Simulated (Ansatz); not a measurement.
# C3H10OSi (SMILES C[Si](C)(C)O): what the fields show

Input

```
crystal:
  periodic: [false, false, false]
  atoms:
    - {symbol: C, position_ang: [-1.759877, 0.191157, 0.071547]}
    - {symbol: Si, position_ang: [0.089934, 0.200958, -0.204703]}
    - {symbol: C, position_ang: [0.959904, 0.370301, 1.442324]}
    - {symbol: C, position_ang: [0.639298, -1.339504, -1.093221]}
    - {symbol: O, position_ang: [0.516210, 1.448059, -1.213449]}
    - {symbol: H, position_ang: [-2.095926, 1.106041, 0.568336]}
    - {symbol: H, position_ang: [-2.057499, -0.651740, 0.701974]}
    - {symbol: H, position_ang: [-2.296746, 0.107885, -0.876869]}
    - {symbol: H, position_ang: [0.664525, 1.288053, 1.959263]}
    - {symbol: H, position_ang: [2.044777, 0.393480, 1.311289]}
    - {symbol: H, position_ang: [0.718266, -0.468673, 2.101282]}
    - {symbol: H, position_ang: [0.405104, -2.234431, -0.510605]}
    - {symbol: H, position_ang: [1.717688, -1.322699, -1.268860]}
    - {symbol: H, position_ang: [0.142189, -1.426988, -2.062387]}
    - {symbol: H, position_ang: [0.312155, 2.338100, -0.925931]}
basis:
  gaussian: {orbitals: def2-TZVPP}
hamiltonian: {xc: pbe0, dispersion: d4}
output: {orbitals: {seedname: orbitals}}
```

Launched as:

```sh
ansatz run in.yaml --threads 2 --pin off --events-out ev --progress --plain --max-ram 32768MiB --backend cpu
```

Geometry: PBE0-D4/def2-TZVP.

Theory: RKS PBE0-D4/def2-TZVPP (Ansatz).

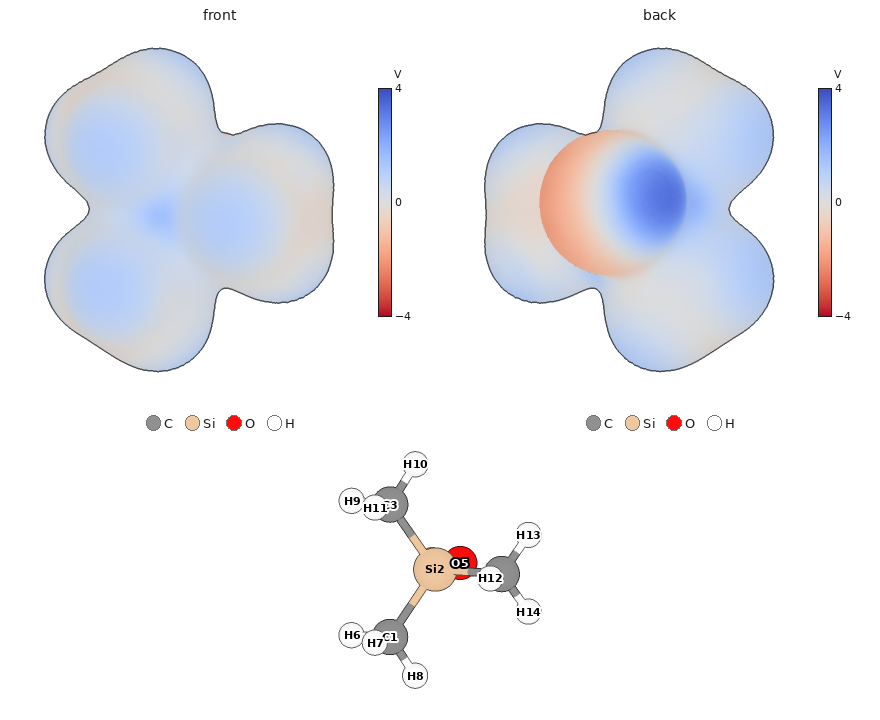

Figure 1. The electrostatic potential painted on the density surface at 0.004 e/bohr³, seen from the front and from behind; red is negative and blue positive. The bare structure is drawn below in the same view.

Describe the electrostatic potential map.

Answer. The most negative region (about −1.8 V, or −42 kcal/mol for a unit charge) lies over O5, the most positive (about +3.1 V, or +71 kcal/mol for a unit charge) over H15. O5 is the likeliest acceptor of a hydrogen bond.

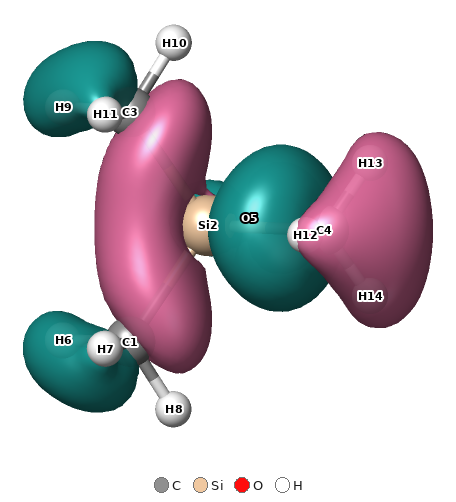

Figure 2. The HOMO−1 at ±0.1 Å⁻³ᐟ² (teal and pink are the two phases), seen at a tilt.

Where does this orbital lie, and at what energy?

Answer. Its weight (Hirshfeld) is mainly on C4 (about 30 %), Si2 (about 20 %), C1 (about 10 %), C3 (about 10 %) and O5 (about 10 %). Its energy is −8.33 eV.

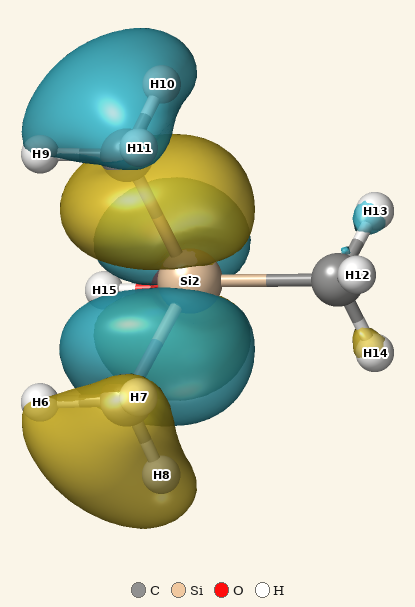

Figure 3. The HOMO at ±0.08 Å⁻³ᐟ² (yellow and cyan are the two phases), seen across its widest extent.

Where does this orbital lie, and at what energy?

Answer. By Hirshfeld shares it lies mainly on O5 (about 25 %), C1 (about 20 %), C3 (about 20 %) and Si2 (about 15 %). Its energy is −7.97 eV.
